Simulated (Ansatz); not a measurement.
# How far to go with shifted k-point meshes: SnO₂ (P2, 6 atoms in the cell)

```yaml
crystal:
  lattice:
    - [4.80236, 0.00000, 0.00000]
    - [0.00000, 4.88118, 0.00000]
    - [0.00000, 0.00000, 3.25062]
  atoms:
    - { symbol: Sn, position: [0.50000, 0.50000, 0.51538] }
    - { symbol: Sn, position: [0.00000, 0.00000, 0.00000] }
    - { symbol: O, position: [0.29185, 0.32104, 0.00000] }
    - { symbol: O, position: [0.70815, 0.67896, 0.00000] }
    - { symbol: O, position: [0.79185, 0.17896, 0.50000] }
    - { symbol: O, position: [0.20815, 0.82104, 0.50000] }
```

Level of theory: LDA (PW92), default PAW files made with PBE (plane waves; Ansatz, a first-principles code).

Base settings: basis.ecutwfc = 420 eV; kpoints.mp_grid.grid = 5 5 8; hamiltonian.xc = lda; hamiltonian.pseudopotentials = {kind: paw} (the program's default PAW files); scf.occupations.method = fixed.

In this ladder: kpoints.mp_grid.shift = 0.5 0.5 0.5.

Shifted meshes do not hold Γ, so a gap read on them misses any band edge there.

Only quantities that move along the ladder and can be compared are tabulated.

The count of work is k-points × plane waves × bands × iterations; it is no time. Core times come from one kind of shared machine, to one figure; runs under 30 s give none.

The starting cell comes from a database of computed structures (which also holds hypothetical and non-ambient phases and stackings), without a prior relaxation at this level. Its lattice was rescaled by up to half a per cent. One atom was moved a little off its site on purpose. In the base run, with a pressure of about -12 GPa the cell is away from its equilibrium volume at this level. Ansatz's pressure includes its estimate of the finite-basis (Pulay) stress.

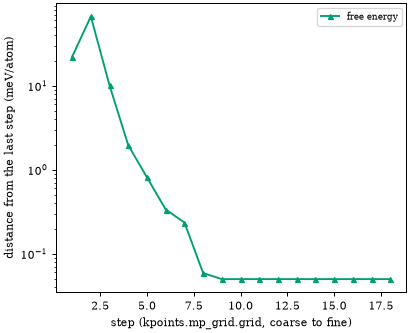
*Distance from the last step along the ladder; very small values are drawn at a floor.*

| kpoints.mp_grid.grid | free energy less the last step's (meV/atom) | pressure (GPa) | largest difference of a force vector from the last step's (eV/Å) | gap on the mesh (eV) | count of work / last | core time / last (rough) |
|---|---|---|---|---|---|---|
| 1 1 2 | -22.14 | -11.20 | 0.401 | 5.032 | 0.00080 | – |
| 2 2 2 | -67.14 | -13.25 | 0.200 | 4.225 | 0.0016 | – |
| 2 2 3 | -10.11 | -12.54 | 0.003 | 3.581 | 0.0032 | – |
| 3 3 4 | -1.96 | -12.46 | 0.004 | 2.529 | 0.0080 | – |
| 3 3 5 | -0.81 | -12.43 | 0.001 | 2.337 | 0.012 | – |
| 4 4 5 | -0.34 | -12.44 | 0.001 | 1.938 | 0.019 | – |
| 4 4 6 | -0.24 | -12.44 | 0.001 | 1.803 | 0.019 | – |
| 5 5 7 | -0.06 | -12.44 | 0.000 | 1.482 | 0.042 | – |
| 6 5 8 | -0.02 | -12.44 | 0.000 | 1.356 | 0.048 | – |
| 6 6 9 | -0.04 | -12.44 | 0.000 | 1.224 | 0.072 | – |
| 7 7 10 | -0.01 | -12.44 | 0.000 | 1.092 | 0.10 | – |
| 7 7 11 | -0.01 | -12.44 | 0.000 | 1.064 | 0.12 | 0.1 |
| 8 8 12 | -0.01 | -12.44 | 0.000 | 0.975 | 0.15 | 0.2 |
| 9 9 13 | 0.00 | -12.44 | 0.000 | 0.909 | 0.23 | 0.2 |
| 10 10 15 | -0.01 | -12.44 | 0.000 | 0.848 | 0.32 | 0.4 |
| 11 11 16 | 0.00 | -12.44 | 0.000 | 0.812 | 0.39 | 0.4 |
| 12 12 18 | 0.00 | -12.44 | 0.000 | 0.777 | 0.52 | 0.6 |
| 14 13 20 | -0.01 | -12.44 | 0.000 | 0.742 | 0.73 | 0.8 |
| 15 15 22 | 0.00 | -12.44 | 0.000 | 0.713 | 1.0 | 1 |

Coarsest kpoints.mp_grid.grid that holds the forces within 0.005 eV/Å of the last step, with all finer ones: 2 2 3, at 0.0032 of the last step's count of work; the step before is off by 0.20 eV/Å.

Coarsest kpoints.mp_grid.grid that holds the pressure within 0.2 GPa of the last step, with all finer ones: 2 2 3, at 0.0032 of the last step's count of work; the step before is off by 0.81 GPa.

Keys are those of Ansatz 0.2.
